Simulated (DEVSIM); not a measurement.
Device: Schottky contact on n-type GaSb, at 300 K.

```tsv
layer (left to right)	material	thickness (μm)	Nd (cm⁻³)	τn (s)	τp (s)
1	GaSb	0.310	2.6e15	1.7e-9	1.7e-9
```

Left contact: Schottky, work function 4.24 eV, emission velocity 4.5e6 cm/s. Right contact: ohmic. Voltage is applied to the left contact. Recombination: SRH at mid-gap, radiative. Mobility is μmin + (μ − μmin)/(1 + (N/Nref)^α).

The device is made up for the run: typed textbook-type constants, with dimensions and the other settings drawn at random. Values at 300 K.

| parameter | GaSb |
|---|---|
| gap (eV) | 0.726 |
| affinity (eV) | 4.06 |
| permittivity | 15.7 |
| Nc (cm⁻³) | 2.1e17 |
| Nv (cm⁻³) | 1.8e19 |
| μn (cm²/Vs) | 5000 |
| μp (cm²/Vs) | 850 |
| μn,min | 1000 |
| μp,min | 190 |
| Nref,n | 2.8e17 |
| Nref,p | 9e17 |
| αn | 1.05 |
| αp | 0.65 |
| B (cm³/s) | 1e-10 |

DEVSIM, 1D drift-diffusion, Boltzmann statistics, complete ionisation; no tunnelling, impact ionisation, image-force lowering or self-heating. Metal contacts follow the ideal Schottky-Mott rule: no Fermi-level pinning, no interface dipoles.

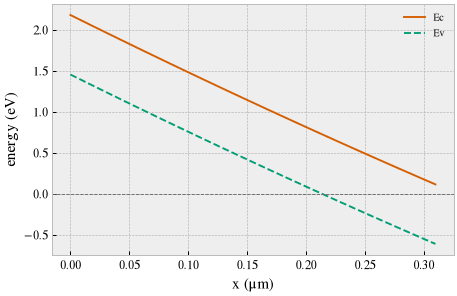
*Band edges at -2.0 V on the left contact*

Energies count from the Fermi level of the right contact; mesh points crowd at the junctions.

```json
[
 {"x (μm)": "0.000", "Ec (eV)": "2.180", "Ev (eV)": "1.454", "n (cm⁻³)": "2.5e12", "p (cm⁻³)": "2.4e10", "field (V/cm)": "-71000"},
 {"x (μm)": "0.005362", "Ec (eV)": "2.142", "Ev (eV)": "1.416", "n (cm⁻³)": "2.5e12", "p (cm⁻³)": "6.3e9", "field (V/cm)": "-71000"},
 {"x (μm)": "0.01173", "Ec (eV)": "2.097", "Ev (eV)": "1.371", "n (cm⁻³)": "2.5e12", "p (cm⁻³)": "1.9e9", "field (V/cm)": "-71000"},
 {"x (μm)": "0.01767", "Ec (eV)": "2.054", "Ev (eV)": "1.329", "n (cm⁻³)": "2.5e12", "p (cm⁻³)": "1.1e9", "field (V/cm)": "-71000"},
 {"x (μm)": "0.03025", "Ec (eV)": "1.966", "Ev (eV)": "1.240", "n (cm⁻³)": "2.5e12", "p (cm⁻³)": "9.3e8", "field (V/cm)": "-70000"},
 {"x (μm)": "0.04128", "Ec (eV)": "1.888", "Ev (eV)": "1.162", "n (cm⁻³)": "2.5e12", "p (cm⁻³)": "9.2e8", "field (V/cm)": "-70000"},
 {"x (μm)": "0.05158", "Ec (eV)": "1.816", "Ev (eV)": "1.090", "n (cm⁻³)": "2.6e12", "p (cm⁻³)": "9.2e8", "field (V/cm)": "-70000"},
 {"x (μm)": "0.07337", "Ec (eV)": "1.665", "Ev (eV)": "0.939", "n (cm⁻³)": "2.6e12", "p (cm⁻³)": "9.2e8", "field (V/cm)": "-69000"},
 {"x (μm)": "0.08840", "Ec (eV)": "1.561", "Ev (eV)": "0.835", "n (cm⁻³)": "2.6e12", "p (cm⁻³)": "9.2e8", "field (V/cm)": "-69000"},
 {"x (μm)": "0.1103", "Ec (eV)": "1.412", "Ev (eV)": "0.686", "n (cm⁻³)": "2.6e12", "p (cm⁻³)": "9.2e8", "field (V/cm)": "-68000"},
 {"x (μm)": "0.1364", "Ec (eV)": "1.236", "Ev (eV)": "0.510", "n (cm⁻³)": "2.6e12", "p (cm⁻³)": "9.2e8", "field (V/cm)": "-67000"},
 {"x (μm)": "0.1672", "Ec (eV)": "1.030", "Ev (eV)": "0.304", "n (cm⁻³)": "2.7e12", "p (cm⁻³)": "9.2e8", "field (V/cm)": "-66000"},
 {"x (μm)": "0.1942", "Ec (eV)": "0.852", "Ev (eV)": "0.126", "n (cm⁻³)": "2.7e12", "p (cm⁻³)": "9.2e8", "field (V/cm)": "-65000"},
 {"x (μm)": "0.2170", "Ec (eV)": "0.703", "Ev (eV)": "-0.023", "n (cm⁻³)": "2.7e12", "p (cm⁻³)": "9.2e8", "field (V/cm)": "-65000"},
 {"x (μm)": "0.2397", "Ec (eV)": "0.557", "Ev (eV)": "-0.169", "n (cm⁻³)": "2.8e12", "p (cm⁻³)": "9.2e8", "field (V/cm)": "-64000"},
 {"x (μm)": "0.2553", "Ec (eV)": "0.457", "Ev (eV)": "-0.269", "n (cm⁻³)": "2.8e12", "p (cm⁻³)": "9.2e8", "field (V/cm)": "-64000"},
 {"x (μm)": "0.2684", "Ec (eV)": "0.374", "Ev (eV)": "-0.352", "n (cm⁻³)": "2.9e12", "p (cm⁻³)": "9.2e8", "field (V/cm)": "-63000"},
 {"x (μm)": "0.2795", "Ec (eV)": "0.304", "Ev (eV)": "-0.422", "n (cm⁻³)": "4.5e12", "p (cm⁻³)": "9.2e8", "field (V/cm)": "-63000"},
 {"x (μm)": "0.2905", "Ec (eV)": "0.235", "Ev (eV)": "-0.491", "n (cm⁻³)": "2.7e13", "p (cm⁻³)": "9.2e8", "field (V/cm)": "-63000"},
 {"x (μm)": "0.2981", "Ec (eV)": "0.188", "Ev (eV)": "-0.538", "n (cm⁻³)": "1.5e14", "p (cm⁻³)": "9.2e8", "field (V/cm)": "-62000"},
 {"x (μm)": "0.3045", "Ec (eV)": "0.148", "Ev (eV)": "-0.578", "n (cm⁻³)": "6.9e14", "p (cm⁻³)": "9.2e8", "field (V/cm)": "-62000"},
 {"x (μm)": "0.3100", "Ec (eV)": "0.114", "Ev (eV)": "-0.612", "n (cm⁻³)": "2.6e15", "p (cm⁻³)": "9.3e8", "field (V/cm)": "-62000"}
]
```
